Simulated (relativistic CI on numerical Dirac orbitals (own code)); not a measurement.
# Ti³⁺: 2p photoemission with charge transfer

Wanted: the shape of the 2p photoemission spectrum of Ti³⁺ in a cubic metal-ligand cluster, for 3 values of tenDq.

Program: relativistic CI on numerical Dirac orbitals (own code) version 3. Level of theory: charge-transfer multiplet model of a cubic metal-ligand cluster with up to 2 ligand holes, Slater and spin-orbit integrals from Dirac-Coulomb-Breit ions, Slater integrals scaled by 0.8. These are calculated values, not measurements, unless marked.

## Step 1: What is computed

- ion: Ti³⁺ (Ti IV)
- nuclear charge: 22
- electrons: 19
- d electrons: 1
- ligand holes at most: 2
- parameters: in eV; Veg, Vt2g hoppings, tenDq and tenDqL metal and ligand splittings (negative tenDq: tetrahedral), red the scaling of hopping with a core hole
- temperature: 300 K
- widths: Lorentz 0.6 eV, Gauss 0.8 eV

## Step 2: tenDq = 1.5 eV

Settings, as recorded:

```ini
cluster ion=Ti3+ d1 ligand_holes=2 slater_scale=0.8
Delta=2.8 Udd=4 Upd=4.9 tenDq=1.5 tenDqL=0.2 Veg=1.35 Vt2g=-0.67 red=1
spectrum xps 2p T=300 lorentz=0.6 gauss=0.8
```

Command:

```
> python run_levels.py task.json out
```

The settings of every run stand in task.json; they run in order.

From the run's result record (rounded, not every field), shortened:

```text
{
  "status": "converged",
  "curve, one point in 5 above 2 % of the maximum [energy, intensity] [eV from the first main peak; 1/eV]": [
    [-3.5, 0.003729],
    [-3, 0.004972],
    [-2.5, 0.007087],
    [-2, 0.0113],
    [-1.5, 0.02249],
    [-1, 0.05979],
    [-0.5, 0.1375],
    [0, 0.1817],
    [0.5, 0.1564],
    [1, 0.1089],
    [1.5, 0.07133],
    [2, 0.05251],
    [2.5, 0.04317],
    [3, 0.0398],
    [3.5, 0.03833],
    [4, 0.03918],
    [4.5, 0.04356],
    [5, 0.05354],
    [5.5, 0.07384],
    [6, 0.1157],
    [6.5, 0.1367],
    [7, 0.1098],
    [7.5, 0.07556],
    [8, 0.0526],
    [8.5, 0.04004],
    [9, 0.03342],
    [9.5, 0.02893],
    [10, 0.0244],
    "... 12 more rows left out ..."
  ],
  "weights": [0.593985, 0.366239, 0.0397765],
  "n_d": 1.44579,
  "n_eg": 0.268623,
  "ground_S": 0.500013,
  "ground_energy [eV]": -2.9585,
  "cluster_levels [E_eV, degeneracy, S, weight_dn]": [
    [9.77e-15, 4, 0.5, 0.594],
    [0.02533, 2, 0.5, 0.5938],
    [1.725, 4, 0.5, 0.5955],
    [2.848, 2, 1.498, 0],
    [2.851, 4, 1.498, 4.19e-07],
    [2.854, 4, 1.497, 2.31e-06],
    [2.858, 2, 1.497, 3.695e-06],
    [2.868, 2, 1.47, 8.148e-06],
    [2.869, 2, 1.036, 1.579e-30],
    [2.871, 4, 1.334, 4.549e-06],
    [2.883, 4, 1.311, 5.216e-07],
    [2.886, 2, 1.127, 0],
    [2.89, 4, 1.021, 3.645e-06],
    [2.906, 2, 0.5698, 5.331e-06],
    [2.917, 2, 1.497, 7.253e-27],
    [2.917, 4, 1.498, 1.035e-05],
    [2.919, 4, 0.636, 2.571e-05],
    [2.921, 4, 1.451, 3.096e-06],
    [2.923, 2, 1.5, 7.611e-30]
  ],
  "atomic [eV]": {"ground": {"F2dd": 6.57793, "F4dd": 4.09031, "zeta_d": 0.0171529}, "final": {"F2dd": 6.57793, "F4dd": 4.09031, "zeta_d": 0.0318342, "zeta_core": 3.74061, "F2cd": 5.06603, "G1cd": 3.78542, "G3cd": 2.14922}}
}
```

Run time: 7.1 s. Hardware: 1 thread of Neoverse-V2, shared host; peak memory 0.23 GiB.

## Step 3: tenDq = 0.6 eV

Settings, as recorded:

```ini
cluster ion=Ti3+ d1 ligand_holes=2 slater_scale=0.8
Delta=2.8 Udd=4 Upd=4.9 tenDq=0.6 tenDqL=0.2 Veg=1.35 Vt2g=-0.67 red=1
spectrum xps 2p T=300 lorentz=0.6 gauss=0.8
```

From the record:

```text
{
  "status": "converged",
  "curve, one point in 8 above 2 % of the maximum [energy, intensity] [eV from the first main peak; 1/eV]": [
    [-3.5, 0.003994],
    [-2.7, 0.006655],
    [-1.9, 0.01447],
    [-1.1, 0.05901],
    [-0.3, 0.1851],
    [0.5, 0.1564],
    [1.3, 0.06652],
    [2.1, 0.04182],
    [2.9, 0.03726],
    [3.7, 0.03665],
    [4.5, 0.04438],
    [5.3, 0.06812],
    [6.1, 0.1377],
    [6.9, 0.1099],
    [7.7, 0.05455],
    [8.5, 0.03874],
    [9.3, 0.0297],
    [10.1, 0.02086],
    [10.9, 0.01452],
    [11.7, 0.01786],
    [12.5, 0.02926],
    [13.3, 0.01816],
    [14.1, 0.01038],
    [14.9, 0.008384],
    [15.7, 0.004758]
  ],
  "weights": [0.57898, 0.378312, 0.042708],
  "n_d": 1.46373,
  "n_eg": 0.324859,
  "ground_S": 0.500012,
  "ground_energy [eV]": -2.70176,
  "cluster_levels [E_eV, degeneracy, S, weight_dn]": [
    [2.087e-14, 4, 0.5, 0.579],
    [0.02581, 2, 0.5, 0.5789],
    [0.8855, 4, 0.5, 0.5991],
    [3.227, 2, 1.498, 1.22e-30],
    [3.229, 4, 1.499, 4.301e-07],
    [3.233, 4, 1.497, 5.404e-06],
    [3.236, 2, 1.498, 5.638e-06],
    [3.248, 2, 1.469, 1.752e-05],
    [3.25, 2, 1.17, 2.156e-28],
    [3.251, 4, 1.376, 8.906e-06],
    [3.264, 4, 1.398, 2.117e-07],
    [3.269, 2, 0.9899, 0],
    [3.273, 4, 0.8528, 8.75e-06],
    [3.284, 2, 1.495, 6.243e-29],
    [3.284, 4, 1.499, 6.922e-06],
    [3.288, 4, 1.498, 4.427e-06],
    [3.288, 2, 0.6342, 1.909e-06],
    [3.289, 2, 1.499, 2.04e-07],
    [3.289, 4, 1.499, 2.998e-07]
  ],
  "atomic [eV]": {"ground": {"F2dd": 6.57793, "F4dd": 4.09031, "zeta_d": 0.0171529}, "final": {"F2dd": 6.57793, "F4dd": 4.09031, "zeta_d": 0.0318342, "zeta_core": 3.74061, "F2cd": 5.06603, "G1cd": 3.78542, "G3cd": 2.14922}}
}
```

Wall time 7.3 s (1 thread of Neoverse-V2, shared host); peak memory 0.23 GiB.

## Step 4: tenDq = 1.2 eV

Settings, as recorded:

```ini
cluster ion=Ti3+ d1 ligand_holes=2 slater_scale=0.8
Delta=2.8 Udd=4 Upd=4.9 tenDq=1.2 tenDqL=0.2 Veg=1.35 Vt2g=-0.67 red=1
spectrum xps 2p T=300 lorentz=0.6 gauss=0.8
```

From the record:

```text
{
  "status": "converged",
  "curve, one point in 8 above 2 % of the maximum [energy, intensity] [eV from the first main peak; 1/eV]": [
    [-3.5, 0.003777],
    [-2.7, 0.006181],
    [-1.9, 0.0129],
    [-1.1, 0.04962],
    [-0.3, 0.1698],
    [0.5, 0.1599],
    [1.3, 0.07958],
    [2.1, 0.04621],
    [2.9, 0.03904],
    [3.7, 0.03766],
    [4.5, 0.04356],
    [5.3, 0.06373],
    [6.1, 0.1284],
    [6.9, 0.1173],
    [7.7, 0.06137],
    [8.5, 0.03895],
    [9.3, 0.03078],
    [10.1, 0.02271],
    [10.9, 0.01549],
    [11.7, 0.0159],
    [12.5, 0.02826],
    [13.3, 0.02133],
    [14.1, 0.01031],
    [14.9, 0.007389],
    [15.7, 0.005382]
  ],
  "weights": [0.590701, 0.36883, 0.0404686],
  "n_d": 1.44977,
  "n_eg": 0.286324,
  "ground_S": 0.500013,
  "ground_energy [eV]": -2.86803,
  "cluster_levels [E_eV, degeneracy, S, weight_dn]": [
    [2.22e-14, 4, 0.5, 0.5907],
    [0.02547, 2, 0.5, 0.5906],
    [1.446, 4, 0.5, 0.6002],
    [2.974, 2, 1.498, 0],
    [2.977, 4, 1.498, 4.375e-07],
    [2.98, 4, 1.497, 2.902e-06],
    [2.984, 2, 1.497, 4.326e-06],
    [2.994, 2, 1.47, 1.023e-05],
    [2.996, 2, 1.068, 2.506e-29],
    [2.997, 4, 1.347, 5.613e-06],
    [3.01, 4, 1.335, 4.214e-07],
    [3.014, 2, 1.096, 0],
    [3.018, 4, 0.9756, 4.474e-06],
    [3.034, 2, 0.5747, 5.48e-06],
    [3.039, 2, 1.497, 1.45e-27],
    [3.039, 4, 1.499, 8.615e-06],
    [3.043, 4, 1.469, 7.569e-06],
    [3.045, 2, 1.5, 4.516e-29],
    [3.045, 4, 1.488, 6.659e-07]
  ],
  "atomic [eV]": {"ground": {"F2dd": 6.57793, "F4dd": 4.09031, "zeta_d": 0.0171529}, "final": {"F2dd": 6.57793, "F4dd": 4.09031, "zeta_d": 0.0318342, "zeta_core": 3.74061, "F2cd": 5.06603, "G1cd": 3.78542, "G3cd": 2.14922}}
}
```

Wall time 7 s (1 thread of Neoverse-V2, shared host); peak memory 0.23 GiB.

## Step 5: The spectra side by side

| run | d count | weight without ligand hole | ground S | up to four highest peaks (% of the highest), eV from the first main peak |
| --- | --- | --- | --- | --- |
| tenDq = 1.5 eV | 1.45 | 0.59 | 0.50 | 0.0 (100), 6.4 (75), 12.7 (16) |
| tenDq = 0.6 eV | 1.46 | 0.58 | 0.50 | 0.0 (100), 6.3 (73), 12.5 (15) |
| tenDq = 1.2 eV | 1.45 | 0.59 | 0.50 | 0.0 (100), 6.4 (75), 12.7 (15) |

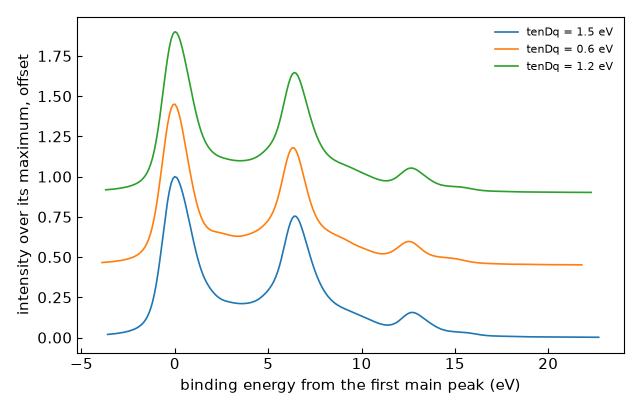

The spectra, each scaled to its maximum and offset.

## Step 6: Summary of results

| quantity | value |
| --- | --- |
| d count | 1.45 to 1.46 |
| ground spin (effective S from ⟨S²⟩) | 0.50 |

What this shows: From tenDq = 0.6 eV to tenDq = 1.5 eV the ground-state d count goes from 1.46 to 1.45. In the first run d1 holds 59 % of the ground state. The cluster parameters are drawn, not fitted to a compound.
